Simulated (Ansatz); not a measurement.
# BH5NSi with multiplicity 2: shift of H6 from N2 to Si3

Aim: the minimum-energy path and barrier of the shift of H6 from N2 to Si3. The ends are relaxed first, then joined by a nudged elastic band. SMILES of the start: BN[SiH2].

Program: Ansatz 0.2.0. Level of theory: UKS BHLYP/def2-SVP. These are calculated values, not measurements.

### 1 The system as given

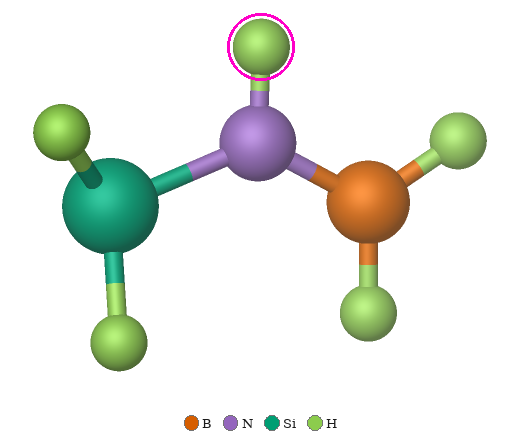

Start, viewed from a chosen angle; boron orange, nitrogen purple, silicon teal, hydrogen green. Ringed: H6.

Structure file:

```xyz
8

B    -0.4646    1.0658   -0.7226
N    -0.2784    0.2315    0.3800
Si    0.3013   -1.4079    0.4738
H    -0.1854    0.6609   -1.7862
H    -0.8882    2.1486   -0.5654
H    -0.5443    0.6143    1.2771
H     0.9716   -1.7928   -0.7559
H     1.0881   -1.5205    1.6992
```

### 2 Relaxing end A

Input file input.yaml:

```yaml
crystal:
  periodic: [false, false, false]
  atoms:
    - { symbol: B, position_ang: [-0.4646, 1.06579, -0.7226] }
    - { symbol: "N", position_ang: [-0.27839, 0.23154, 0.38005] }
    - { symbol: Si, position_ang: [0.30125, -1.40791, 0.47378] }
    - { symbol: H, position_ang: [-0.18543, 0.66093, -1.7862] }
    - { symbol: H, position_ang: [-0.88822, 2.14861, -0.56544] }
    - { symbol: H, position_ang: [-0.54433, 0.61428, 1.2771] }
    - { symbol: H, position_ang: [0.97159, -1.79275, -0.75593] }
    - { symbol: H, position_ang: [1.08813, -1.5205, 1.69925] }
magnetization:
  spin_polarized: true
  initial_magnetization: 1
basis:
  gaussian: { orbitals: def2-SVP }
hamiltonian:
  xc: { name: BHLYP }
relax:
  f_tol: 0.02
  max_steps: 50
```

On the command line:

```
> ansatz run input.yaml --threads 2 --pin off --max-ram 3072MiB --backend cpu --events-out ev --progress --plain --runs-dir out
```

Output (excerpt; [...] marks lines left out):

```text
Warning: RAYON_NUM_THREADS=2 ignored (pool sized by the plan → 2); use --threads N
[...]
Functional definition: BHLYP
[...]
771 factors; integrals over basis functions are off by at most 3.3e-4 eV
[...]
mean field -10119.72133348 eV, -371.8928996119 hartree, gradient 6.6e-5 eV, S^2 0.751714; 0 other end points of the search recorded, 0 dependent functions left out
[...]
reference -10119.72149837 eV, -371.8929056716 hartree; 16, 15 occupied and 55, 56 virtual orbitals, 771 factors
relax step   1: F+E_penalty+E_count = -10119.72133348 eV  Δ(F+E_penalty+E_count) = +0.000e0 eV  max|allowed force component| = 7.695e-1 eV/Å  Δτ_max = 0.0000 Å  (28 SCF iters, accepted)
[...]
Atom 0 at    -0.462805     1.048189    -0.718158 Å, force    -0.018104    -0.010162    -0.004522 eV/Å
Atom 1 at    -0.280796     0.252869     0.420191 Å, force     0.013185    -0.000776     0.001803 eV/Å
Atom 2 at     0.259262    -1.413229     0.479160 Å, force    -0.006563     0.005740    -0.002098 eV/Å
Atom 3 at    -0.185170     0.601405    -1.797504 Å, force     0.001978     0.004578     0.002567 eV/Å
Atom 4 at    -0.893771     2.162700    -0.603646 Å, force     0.007630     0.003381     0.001300 eV/Å
Atom 5 at    -0.549223     0.664753     1.301989 Å, force    -0.001963    -0.002413    -0.001937 eV/Å
Atom 6 at     1.004086    -1.710143    -0.765560 Å, force     0.002933    -0.000683    -0.002771 eV/Å
Atom 7 at     1.108417    -1.606554     1.683539 Å, force     0.000904     0.000335     0.005657 eV/Å
Dipole moment:    -0.019763    -0.072681     0.283874 e Å
```

Run time: 14 s. Hardware: 2 threads of Intel Xeon Platinum 8488C (Sapphire Rapids), shared host; peak memory 0.18 GiB.

Step by step:

```tsv
step	energy from step 1 (eV)	largest force component (eV/Å)
1	0.0000	0.7695
2	-0.0496	0.1853
3	-0.0557	0.1115
4	-0.0569	0.0710
5	-0.0581	0.0289
6	-0.0582	0.0261
7	-0.0583	0.0181
```

Step 1 is the start.

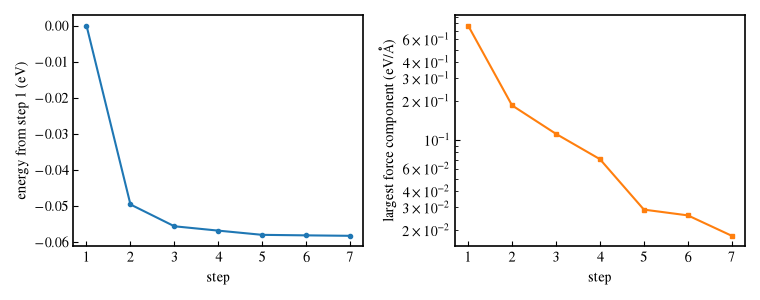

How energy and force went from step to step.

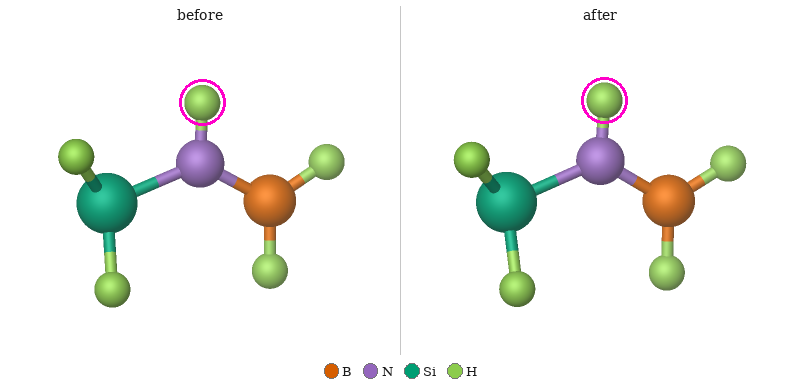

Before and after, at one scale.

After: Bond lengths: B1–N2 1.401 Å, N2–Si3 1.752 Å, B1–H4 1.201 Å, B1–H5 1.200 Å, N2–H6 1.010 Å, Si3–H7 1.481 Å, Si3–H8 1.486 Å. Angles: B1–N2–Si3 127.4°, B1–N2–H6 116.3°, Si3–N2–H6 116.1°, N2–B1–H4 119.3°, N2–B1–H5 119.8°, H4–B1–H5 120.9°, N2–Si3–H7 108.5°, N2–Si3–H8 109.1°, H7–Si3–H8 111.6°.

### 3 End point B

The second end starts from a geometry with the move made by hand.

Changes to input.yaml since step 2:

```diff
@@ -8,3 +8,3 @@
     - { symbol: H, position_ang: [-0.88822, 2.14861, -0.56544] }
-    - { symbol: H, position_ang: [-0.54433, 0.61428, 1.2771] }
+    - { symbol: H, position_ang: [-1.05232, -1.75024, 0.82628] }
     - { symbol: H, position_ang: [0.97159, -1.79275, -0.75593] }
```

On the command line:

```
> ansatz run input.yaml --threads 2 --pin off --max-ram 3072MiB --backend cpu --events-out ev --progress --plain --runs-dir out
```

Output (excerpt; [...] marks lines left out):

```text
Warning: RAYON_NUM_THREADS=2 ignored (pool sized by the plan → 2); use --threads N
[...]
[... 1 set-up line as earlier in the session ...]
[...]
767 factors; integrals over basis functions are off by at most 4.7e-4 eV
[...]
mean field -10118.14497325 eV, -371.8349694421 hartree, gradient 3.0e-5 eV, S^2 0.759976; 2 other end points of the search recorded, 0 dependent functions left out
[...]
reference -10118.14514097 eV, -371.8349756057 hartree; 16, 15 occupied and 55, 56 virtual orbitals, 767 factors
[...]
Atom 3 at    -0.035211     1.377886    -1.973167 Å, force    -0.000606    -0.000527     0.000168 eV/Å
Atom 4 at    -1.048370     2.077182    -0.280090 Å, force     0.000065     0.001342    -0.000410 eV/Å
Atom 5 at    -1.037396    -2.096618     1.026956 Å, force    -0.000183    -0.000347    -0.000358 eV/Å
Atom 6 at     0.868693    -2.295565    -0.453886 Å, force     0.000161    -0.000660     0.001098 eV/Å
Atom 7 at     1.113408    -1.246335     1.713213 Å, force     0.000607     0.001515     0.000683 eV/Å
Dipole moment:     0.046661    -0.197531     0.100293 e Å
```

Wall time 17 s (2 threads of Intel Xeon Platinum 8488C (Sapphire Rapids), shared host); peak memory 0.18 GiB.

The steps of the relaxation:

```tsv
step	energy from step 1 (eV)	largest force component (eV/Å)
1	0.0000	3.3862
2	-0.7283	1.3326
3	-0.9574	1.0327
4	-1.0448	0.4480
5	-1.1090	0.1876
6	-1.1410	0.3359
7	-1.1461	0.0503
8	-1.1462	0.0232
9	-1.1462	0.0283
10	-1.1462	0.0028
```

Step 1 is the start.

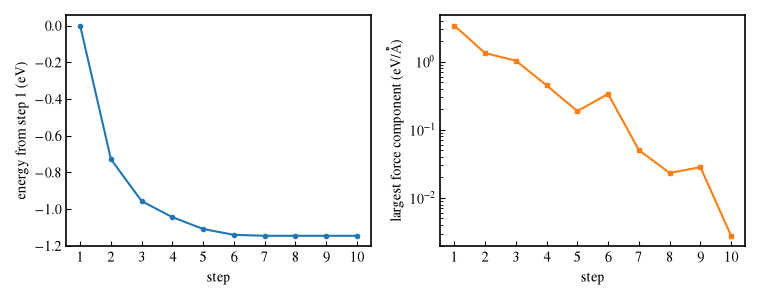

How energy and force went from step to step.

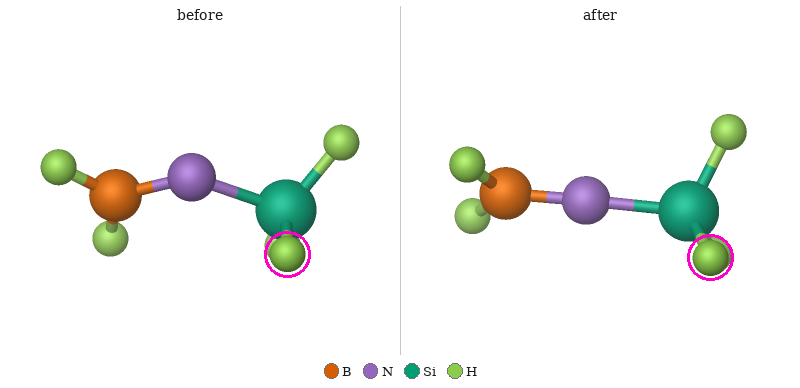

Before and after, at one scale.

After: Bond lengths: B1–N2 1.348 Å, N2–Si3 1.723 Å, B1–H4 1.207 Å, B1–H5 1.207 Å, Si3–H6 1.479 Å, Si3–H7 1.481 Å, Si3–H8 1.479 Å. Angles: B1–N2–Si3 178.2°, N2–B1–H4 119.8°, N2–B1–H5 120.0°, H4–B1–H5 120.2°, N2–Si3–H6 110.3°, N2–Si3–H7 106.7°, N2–Si3–H8 110.9°, H6–Si3–H7 109.8°, H6–Si3–H8 109.3°, H7–Si3–H8 109.7°.

### 4 Nudged elastic band

crystal.atoms is end A as relaxed above, and neb.final_atoms is end B, turned to lie on A. With 5 inner images the band has 7 in all. The start path is listed, through a guess of the saddle.

Input file input.yaml:

```yaml
crystal:
  periodic: [false, false, false]
  atoms:
    - { symbol: B, position_ang: [-0.462805, 1.048189, -0.718158] }
    - { symbol: "N", position_ang: [-0.280796, 0.252869, 0.420191] }
    - { symbol: Si, position_ang: [0.259262, -1.413229, 0.47916] }
    - { symbol: H, position_ang: [-0.18517, 0.601405, -1.797504] }
    - { symbol: H, position_ang: [-0.893771, 2.1627, -0.603646] }
    - { symbol: H, position_ang: [-0.549223, 0.664753, 1.301989] }
    - { symbol: H, position_ang: [1.004086, -1.710143, -0.76556] }
    - { symbol: H, position_ang: [1.108417, -1.606554, 1.683539] }
magnetization:
  spin_polarized: true
  initial_magnetization: 1
basis:
  gaussian: { orbitals: def2-SVP }
hamiltonian:
  xc: { name: BHLYP }
neb:
  order_check: false
  images: 5
  f_tol: 0.03
  max_iterations: 60
  final_atoms:
    - { symbol: B, position_ang: [-0.33282016, 1.34648928, -1.04514308] }
    - { symbol: "N", position_ang: [-0.07240432, 0.32114891, -0.20930147] }
    - { symbol: Si, position_ang: [0.25716915, -1.0231892, 0.81667016] }
    - { symbol: H, position_ang: [-0.32226613, 1.16581439, -2.23884736] }
    - { symbol: H, position_ang: [-0.57581678, 2.44134985, -0.59850071] }
    - { symbol: H, position_ang: [-0.85395266, -1.22394392, 1.77159594] }
    - { symbol: H, position_ang: [0.38462573, -2.2079844, -0.06231685] }
    - { symbol: H, position_ang: [1.51546518, -0.81969492, 1.56585438] }
  initial_path:
    images:
      - { positions_ang: [[-0.462805, 1.048189, -0.718158], [-0.280796, 0.252869, 0.420191], [0.259262, -1.413229, 0.47916], [-0.18517, 0.601405, -1.797504], [-0.893771, 2.1627, -0.603646], [-0.549223, 0.664753, 1.301989], [1.004086, -1.710143, -0.76556], [1.108417, -1.606554, 1.683539]] }
      - { positions_ang: [[-0.43169662, 1.09651649, -0.76173739], [-0.21974242, 0.3326934, 0.3889418], [0.27204803, -1.33709023, 0.5122444], [-0.23051794, 0.60710194, -1.82131949], [-0.80707123, 2.2201616, -0.66747982], [-0.6461044, 0.31134061, 1.40097278], [0.90381648, -1.74517909, -0.73224867], [1.1592681, -1.48555471, 1.68063739]] }
      - { positions_ang: [[-0.40058823, 1.14484397, -0.80531678], [-0.15868883, 0.41251781, 0.3576926], [0.28483405, -1.26095147, 0.5453288], [-0.27586588, 0.61279888, -1.84513498], [-0.72037146, 2.2776232, -0.73131363], [-0.7429858, -0.04207178, 1.49995656], [0.80354696, -1.78021519, -0.69893734], [1.2101192, -1.36455542, 1.67773578]] }
      - { positions_ang: [[-0.36947985, 1.19317146, -0.84889617], [-0.09763525, 0.49234221, 0.32644341], [0.29762008, -1.1848127, 0.57841319], [-0.32121382, 0.61849583, -1.86895047], [-0.63367169, 2.33508479, -0.79514745], [-0.8398672, -0.39548417, 1.59894034], [0.70327744, -1.81525128, -0.66562601], [1.2609703, -1.24355613, 1.67483416]] }
      - { positions_ang: [[-0.35725996, 1.2442774, -0.91431181], [-0.08922494, 0.43527778, 0.14786178], [0.28413644, -1.1309382, 0.65783218], [-0.32156459, 0.80093535, -1.99224944], [-0.61438672, 2.37050648, -0.72959854], [-0.84456235, -0.67163742, 1.65649221], [0.5970602, -1.94616232, -0.46452295], [1.34580192, -1.10226906, 1.63850757]] }
      - { positions_ang: [[-0.34504006, 1.29538334, -0.97972745], [-0.08081463, 0.37821334, -0.03071984], [0.2706528, -1.0770637, 0.73725117], [-0.32191536, 0.98337487, -2.1155484], [-0.59510175, 2.40592817, -0.66404963], [-0.8492575, -0.94779067, 1.71404407], [0.49084296, -2.07707336, -0.2634199], [1.43063355, -0.96098199, 1.60218098]] }
      - { positions_ang: [[-0.33282016, 1.34648928, -1.04514308], [-0.07240432, 0.32114891, -0.20930147], [0.25716915, -1.0231892, 0.81667016], [-0.32226613, 1.16581439, -2.23884736], [-0.57581678, 2.44134985, -0.59850071], [-0.85395266, -1.22394392, 1.77159594], [0.38462573, -2.2079844, -0.06231685], [1.51546518, -0.81969492, 1.56585438]] }
```

On the command line:

```
> ansatz run input.yaml --threads 2 --pin off --max-ram 3072MiB --backend cpu --events-out ev --progress --plain --runs-dir out
```

Output (excerpt; [...] marks lines left out):

```text
Warning: RAYON_NUM_THREADS=2 ignored (pool sized by the plan → 2); use --threads N
[...]
[... 1 set-up line as earlier in the session ...]
[...]
772 factors; integrals over basis functions are off by at most 3.7e-4 eV
[...]
mean field -10119.77967068 eV, -371.8950434646 hartree, gradient 3.9e-5 eV, S^2 0.751691; 0 other end points of the search recorded, 0 dependent functions left out
[...]
reference -10119.77983582 eV, -371.8950495334 hartree; 16, 15 occupied and 55, 56 virtual orbitals, 772 factors
[...]
Atom 4 at    -1.250784     1.995671    -0.538143 Å, force     0.002241     0.001056     0.001583 eV/Å
Atom 5 at    -0.811320    -0.138223     0.958703 Å, force    -0.000266     0.000125    -0.000694 eV/Å
Atom 6 at     0.096693    -2.509614     0.075489 Å, force     0.001681     0.000838    -0.000279 eV/Å
Atom 7 at     1.576851    -1.217225     1.549637 Å, force    -0.000112     0.000185    -0.001368 eV/Å
Dipole moment:     0.051632    -0.316680     0.226115 e Å
this run last wrote the band of iteration 22 to <dir>
```

Wall time 2.9 min (2 threads of Intel Xeon Platinum 8488C (Sapphire Rapids), shared host); peak memory 0.19 GiB.

### 5 What the band shows

The 5 inner images lie between the fixed ends 0 and 6. Energy is taken from image 0, and the path length is the program's own coordinate along the band.

```tsv
image	path (Å)	energy (eV)	H6–N2 (Å)	H6–Si3 (Å)	band force (eV/Å)
0	0.000	0.0000	1.01	2.38	-
1	1.057	0.0606	1.01	2.37	0.009
2	2.114	0.2745	1.01	2.24	0.016
3*	3.170	2.4311	1.41	1.59	0.014
4	4.011	0.6531	2.32	1.48	0.018
5	4.852	0.4889	2.58	1.48	0.006
6	5.693	0.4885	2.63	1.48	-
```

The star marks the climbing image.

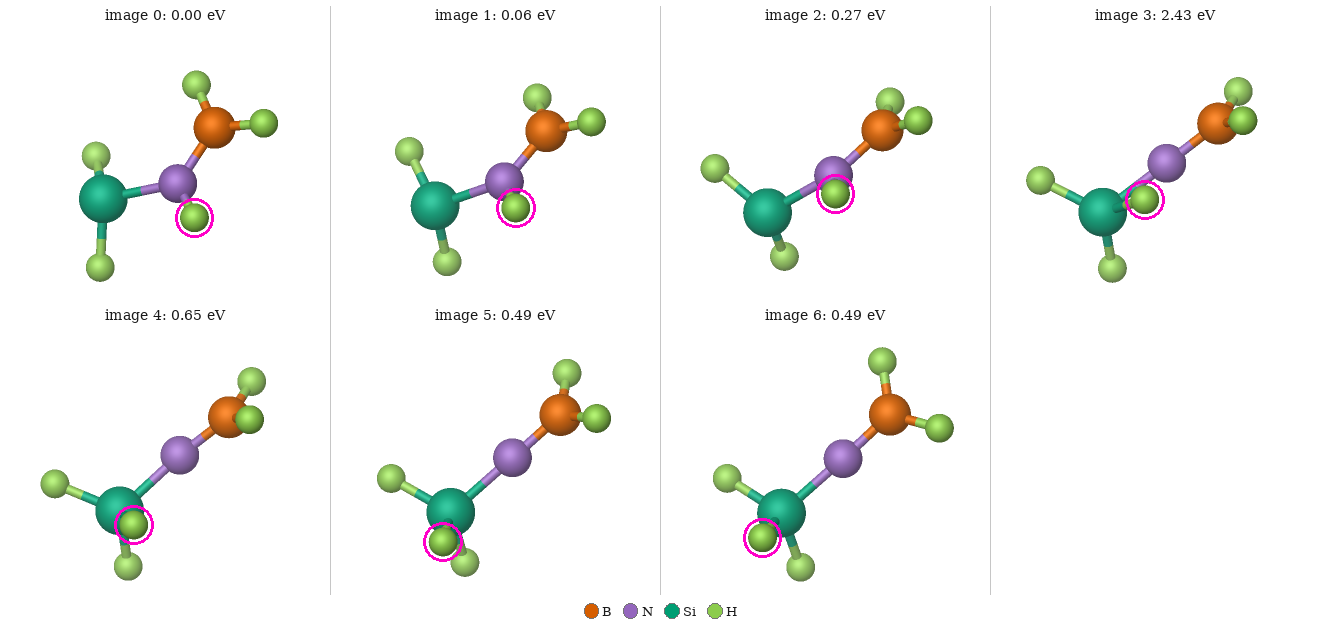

Snapshots along the band, viewed from a free direction. Ringed: H6. Sticks join atoms closer than a bonding distance in each image.

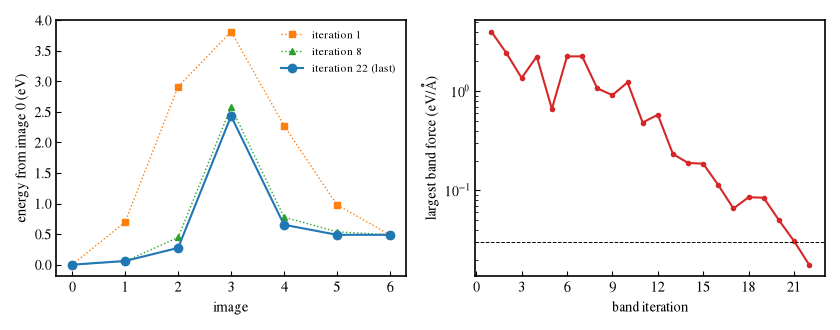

Left: energy of each image for early iterations and the last one (lines only join the points; early values far above the last band run off the scale). Right: the largest band force by iteration, with the threshold dashed.

How the highest energy settled:

```tsv
iteration	highest image above image 0 (eV)	largest band force (eV/Å)
1	3.8125	3.994
3	2.5780	1.363
5	2.3280	0.663
7	2.3886	2.250
9	2.5933	0.913
11	2.5010	0.483
13	2.4639	0.233
15	2.4438	0.186
17	2.4347	0.066
19	2.4326	0.084
21	2.4313	0.031
22	2.4311	0.018
```

Positions of all images (Å):

```xyz
8
image=0 dE=0.0000
B    -0.463    1.048   -0.718
N    -0.281    0.253    0.420
Si    0.259   -1.413    0.479
H    -0.185    0.601   -1.798
H    -0.894    2.163   -0.604
H    -0.549    0.665    1.302
H     1.004   -1.710   -0.766
H     1.108   -1.607    1.684
8
image=1 dE=0.0606
B    -0.369    1.069   -0.676
N    -0.413    0.205    0.425
Si    0.307   -1.383    0.618
H     0.243    0.759   -1.661
H    -0.944    2.123   -0.618
H    -0.933    0.544    1.221
H     0.540   -1.987   -0.710
H     1.570   -1.330    1.400
8
image=2 dE=0.2745
B    -0.310    1.189   -0.711
N    -0.352    0.174    0.260
Si    0.387   -1.342    0.743
H     0.461    1.206   -1.631
H    -1.107    2.082   -0.588
H    -1.069    0.346    0.950
H     0.206   -2.440   -0.229
H     1.785   -1.215    1.206
8
image=3 dE=2.4311
B    -0.314    1.309   -0.853
N     0.013    0.176   -0.146
Si    0.329   -1.222    0.760
H     0.361    1.606   -1.806
H    -1.251    1.996   -0.538
H    -0.811   -0.138    0.959
H     0.097   -2.510    0.075
H     1.577   -1.217    1.550
8
image=4 dE=0.6531
B    -0.265    1.316   -1.013
N     0.181    0.207   -0.386
Si    0.274   -1.066    0.757
H     0.303    1.686   -2.003
H    -1.219    1.918   -0.576
H    -0.879   -0.562    1.526
H     0.063   -2.410    0.170
H     1.542   -1.090    1.523
8
image=5 dE=0.4889
B    -0.302    1.352   -1.048
N    -0.042    0.303   -0.241
Si    0.248   -1.037    0.802
H     0.178    1.393   -2.155
H    -1.016    2.245   -0.662
H    -0.795   -1.008    1.853
H     0.146   -2.292    0.025
H     1.584   -0.955    1.428
8
image=6 dE=0.4885
B    -0.333    1.346   -1.045
N    -0.072    0.321   -0.209
Si    0.257   -1.023    0.817
H    -0.322    1.166   -2.239
H    -0.576    2.441   -0.599
H    -0.854   -1.224    1.772
H     0.385   -2.208   -0.062
H     1.515   -0.820    1.566
```

### 6 Frequencies at the highest image

The geometry is the highest inner image of the first converged band.

Input file input.yaml:

```yaml
crystal:
  periodic: [false, false, false]
  atoms:
    - { symbol: B, position_ang: [-0.314402, 1.30904, -0.853387] }
    - { symbol: "N", position_ang: [0.013049, 0.175888, -0.146154] }
    - { symbol: Si, position_ang: [0.328567, -1.22159, 0.760279] }
    - { symbol: H, position_ang: [0.361346, 1.606043, -1.806412] }
    - { symbol: H, position_ang: [-1.250784, 1.995671, -0.538143] }
    - { symbol: H, position_ang: [-0.81132, -0.138223, 0.958703] }
    - { symbol: H, position_ang: [0.096693, -2.509614, 0.075489] }
    - { symbol: H, position_ang: [1.576851, -1.217225, 1.549637] }
magnetization:
  spin_polarized: true
  initial_magnetization: 1
basis:
  gaussian: { orbitals: def2-SVP }
hamiltonian:
  xc: { name: BHLYP }
phonons: {}
```

On the command line:

```
> ansatz run input.yaml --threads 2 --pin off --max-ram 3072MiB --backend cpu --events-out ev --progress --plain --runs-dir out
```

Output (excerpt; [...] marks lines left out):

```text
Warning: RAYON_NUM_THREADS=2 ignored (pool sized by the plan → 2); use --threads N
[...]
[... 1 set-up line as earlier in the session ...]
[...]
770 factors; integrals over basis functions are off by at most 2.8e-4 eV
[...]
mean field -10117.34853159 eV, -371.8057007507 hartree, gradient 5.8e-5 eV, S^2 0.771308; 0 other end points of the search recorded, 0 dependent functions left out
[...]
reference -10117.34870324 eV, -371.8057070587 hartree; 16, 15 occupied and 55, 56 virtual orbitals, 770 factors
[...]
770 factors; integrals over basis functions are off by at most 2.8e-4 eV
[...]
WARN: phonons: modes at or below zero, which the zero-point energy, F, S and C_V leave out: 1, the lowest at -2064.32 cm⁻¹. A minimum has none, and a first-order saddle one
[...]
Atom 4 at    -1.250784     1.995671    -0.538143 Å, force     0.002240     0.001057     0.001584 eV/Å
Atom 5 at    -0.811320    -0.138223     0.958703 Å, force    -0.000242     0.000099    -0.000742 eV/Å
Atom 6 at     0.096693    -2.509614     0.075489 Å, force     0.001661     0.000814    -0.000276 eV/Å
Atom 7 at     1.576851    -1.217225     1.549637 Å, force    -0.000093     0.000205    -0.001367 eV/Å
Dipole moment:     0.051631    -0.316678     0.226114 e Å
Vibrations: -2064.32 134.45 229.51 352.94 684.95 704.96 725.44 768.55 925.08 977.01 1033.51 1227.52 1495.44 2031.73 2291.15 2313.80 2588.60 2667.51 cm⁻¹, zero-point energy 1.311266 eV
```

Wall time 45 s (2 threads of Intel Xeon Platinum 8488C (Sapphire Rapids), shared host); peak memory 0.18 GiB.

Of 18 modes, 1 is imaginary by more than 30 cm⁻¹ (2064i cm⁻¹).

[end of part 1 of 2]
